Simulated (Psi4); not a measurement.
**[AlF4]− (fluoroaluminate) at CAM-B3LYP/6-311+G(d,p)**

Aim: the vertical ionisation energy of [AlF4]− (fluoroaluminate) at CAM-B3LYP/6-311+G**, from 2 runs. The job is set up through a Python script.

Program for the calculation: Psi4 1.11.

5 further runs of the same task are left out: 3 that didn't finish, 2 set aside as unsound or not needed.

## (1) The molecule

[AlF4]−: 5 atoms, total charge -1, spin state singlet. As SMILES, `[F][Al-]([F])([F])[F]`. The coordinates come from a PBE0-D4/def2-TZVPD relaxation.

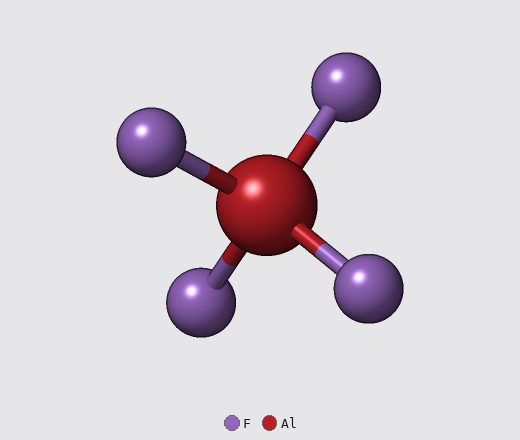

The structure, seen from a chosen angle (fluorine purple, aluminium red).

## (2) Energy and gradient at CAM-B3LYP/6-311+G(d,p)

Input file run.py:

```python
import psi4

psi4.set_memory('2200 MB')
psi4.set_num_threads(1)
psi4.core.set_output_file('alf4.out', False)

mol = psi4.geometry("""
-1 1
F
Al 1 1.688887
F 2 1.688882 1 109.4705
F 2 1.688892 3 109.47011 1 119.99963
F 2 1.688837 3 109.47053 4 120.00065
symmetry c1
""")

options = {'puream': True, 'e_convergence': 1e-09, 'd_convergence': 1e-08, 'scf_type': 'pk', 'dft_radial_points': 99, 'dft_spherical_points': 590}
psi4.set_options(options)

E, wfn = psi4.gradient('cam-b3lyp/6-311+G**', molecule=mol, return_wfn=True)
print('gradient / Eh bohr^-1')
print(E.np.round(6))
print(f'energy = {wfn.energy():.10f} Eh')
```

The run is started by

```console
$ python run.py
```

alf4.out (excerpt; [...] marks lines left out):

```text
[...]
  Running in c1 symmetry.
[...]
  Nuclear repulsion =  239.890503312366121
[...]
  Multiplicity = 1
[...]
  Nalpha       = 25
  Nbeta        = 25
[...]
    Number of basis functions: 118
[...]
   @RKS iter   1:  -641.98159667858249   -1.17499e+00   8.44988e-03 ADIIS/DIIS
[...]
   @RKS iter  10:  -642.27587649092243   -7.04858e-12   1.68204e-09 DIIS
[...]
    Orbital Energies [Eh]
    ---------------------
    Doubly Occupied:
       1A    -55.912411     2A    -24.516006     3A    -24.515999
       4A    -24.515997     5A    -24.515995     6A     -4.025309
       7A     -2.578938     8A     -2.578937     9A     -2.578937
      10A     -1.040642    11A     -1.022926    12A     -1.022917
      13A     -1.022915    14A     -0.376419    15A     -0.328069
      16A     -0.328065    17A     -0.328064    18A     -0.294818
      19A     -0.294818    20A     -0.286470    21A     -0.286469
      22A     -0.286469    23A     -0.261862    24A     -0.261861
      25A     -0.261858
[...]
  @RKS Final Energy:  -642.27587649092243
   => Energetics <=
    Nuclear Repulsion Energy =            239.8905033123661212
    One-Electron Energy =               -1385.9272367351431967
    Two-Electron Energy =                 549.4836849258206257
    DFT Exchange-Correlation Energy =     -45.7228279939658648
    Empirical Dispersion Energy =           0.0000000000000000
    VV10 Nonlocal Energy =                  0.0000000000000000
    Total Energy =                       -642.2758764909224283
[...]
 Multipole Moments:
 ------------------------------------------------------------------------------------
     Multipole            Electronic (a.u.)      Nuclear  (a.u.)        Total (a.u.)
 ------------------------------------------------------------------------------------
 L = 1.  Multiply by 2.5417464519 to convert [e a0] to [Debye]
 Dipole X            :          0.0000711            0.0000038            0.0000749
 Dipole Y            :          0.0000833            0.0000066            0.0000900
 Dipole Z            :          0.0000120            0.0000005            0.0000125
 Magnitude           :                                                    0.0001177
[...]
  -Total Gradient:
     Atom            X                  Y                   Z
    ------   -----------------  -----------------  -----------------
       1        0.000012231661     0.000014681901     0.010688957691
       2        0.000020356861     0.000011117424     0.000007132920
       3        0.000013390100     0.010063807325    -0.003572069057
       4        0.008694078695    -0.005034333015    -0.003523701871
       5       -0.008737253319    -0.005023064163    -0.003539732546
[...]
```

The script printed:

```text
gradient / Eh bohr^-1
[[ 1.2000e-05  1.5000e-05  1.0689e-02]
 [ 2.0000e-05  1.1000e-05  7.0000e-06]
 [ 1.3000e-05  1.0064e-02 -3.5720e-03]
 [ 8.6940e-03 -5.0340e-03 -3.5240e-03]
 [-8.7370e-03 -5.0230e-03 -3.5400e-03]]
energy = -642.2758764909 Eh
```

Run time: 35 s. Hardware: 1 thread of Intel Xeon Platinum 8488C (Sapphire Rapids), shared host; peak memory 0.87 GiB.

## (3) Doublet neutral AlF4: a single-point energy at UCAM-B3LYP/6-311+G(d,p)

Input file job.py:

```python
import psi4

psi4.set_memory('2200 MB')
psi4.set_num_threads(1)
psi4.core.set_output_file('alf4.out', False)

molecule = psi4.geometry("""
0 2
F     -0.101500    -0.294000     1.660000
Al     0.000000     0.000000     0.000000
F     -1.343000     0.895800    -0.496200
F      0.034500    -1.469900    -0.831000
F      1.409900     0.868100    -0.332800
symmetry c1
no_reorient
no_com
""")

psi4.set_options({
    'reference': 'uks',
    'puream': True,
    'e_convergence': 1e-09,
    'd_convergence': 1e-08,
    'scf_type': 'pk',
    'dft_radial_points': 99,
    'dft_spherical_points': 590,
    'maxiter': 100,
})

result = psi4.energy("cam-b3lyp/6-311+G**")
print(f'total energy {result:.8f} hartree = {result * 27.211386:.5f} eV')
```

The run is started by

```console
$ python job.py
```

alf4.out (excerpt; [...] marks lines left out):

```text
[...]
  Running in c1 symmetry.
[...]
  Nuclear repulsion =  239.890506033856099
[...]
  Multiplicity = 2
[...]
  Nalpha       = 25
  Nbeta        = 24
[...]
    Number of basis functions: 118
[...]
   @UKS iter   1:  -641.81895683582763   -1.01235e+00   5.99695e-03 ADIIS/DIIS
[...]
   @UKS iter  39:  -641.96654595311020   -1.44382e-11   6.82310e-09 DIIS
[...]
   @S^2 Observed:                7.579727146E-01
[...]
    Orbital Energies [Eh]
    ---------------------
    Alpha Occupied:
       1A    -56.180498     2A    -24.833462     3A    -24.833459
       4A    -24.788272     5A    -24.788222     6A     -4.292960
       7A     -2.847102     8A     -2.846582     9A     -2.846070
      10A     -1.338634    11A     -1.328734    12A     -1.294860
      13A     -1.287942    14A     -0.650962    15A     -0.618144
      16A     -0.616945    17A     -0.594776    18A     -0.586494
      19A     -0.582999    20A     -0.576965    21A     -0.557448
      22A     -0.553455    23A     -0.545522    24A     -0.542405
      25A     -0.521104
    Alpha Virtual:
[...]
  @UKS Final Energy:  -641.96654595311020
   => Energetics <=
    Nuclear Repulsion Energy =            239.8905060338560986
    One-Electron Energy =               -1372.4528282325086366
    Two-Electron Energy =                 536.0420966846908186
    DFT Exchange-Correlation Energy =     -45.4463204391484723
    Empirical Dispersion Energy =           0.0000000000000000
    VV10 Nonlocal Energy =                  0.0000000000000000
    Total Energy =                       -641.9665459531101988
[...]
 Multipole Moments:
 ------------------------------------------------------------------------------------
     Multipole            Electronic (a.u.)      Nuclear  (a.u.)        Total (a.u.)
 ------------------------------------------------------------------------------------
 L = 1.  Multiply by 2.5417464519 to convert [e a0] to [Debye]
 Dipole X            :         -0.0096674           -0.0017008           -0.0113682
 Dipole Y            :         -0.2937746            0.0000000           -0.2937746
 Dipole Z            :          0.1380512           -0.0000000            0.1380512
 Magnitude           :                                                    0.3247936
[...]
```

The script printed:

```text
total energy -641.96654595 hartree = -17468.79948 eV
```

Wall time 1.7 min (1 thread of Intel Xeon Platinum 8488C (Sapphire Rapids), shared host); peak memory 0.87 GiB.

## (4) Outcome

At CAM-B3LYP/6-311+G**:

```
                                                              quantity          value
                                         singlet [AlF4]−: total energy  -642.27588 Eh
                                          singlet [AlF4]−: HOMO energy       -7.13 eV
                                          singlet [AlF4]−: LUMO energy        4.43 eV
singlet [AlF4]−: HOMO–LUMO gap (to an unbound level, set by the basis)       11.56 eV
                             singlet [AlF4]−: largest force on an atom     0.550 eV/Å
                                    doublet neutral AlF4: total energy  -641.96655 Eh
                                   doublet neutral AlF4: dipole moment         0.83 D
              doublet neutral AlF4: HOMO energy (highest over α and β)      -13.20 eV
               doublet neutral AlF4: LUMO energy (lowest over α and β)       -9.73 eV
                                            doublet neutral AlF4: ⟨S²⟩          0.758
                   vertical detachment energy (to the doublet neutral)       8.417 eV
```

In words: The vertical ionisation energy comes to 8.42 eV (194 kcal/mol). The largest force (singlet [AlF4]−) is 0.55 eV/Å: the shape isn't a stationary point for this species at this level. −ε(HOMO) before ionisation, 7.13 eV, is 1.29 eV below this ionisation energy.
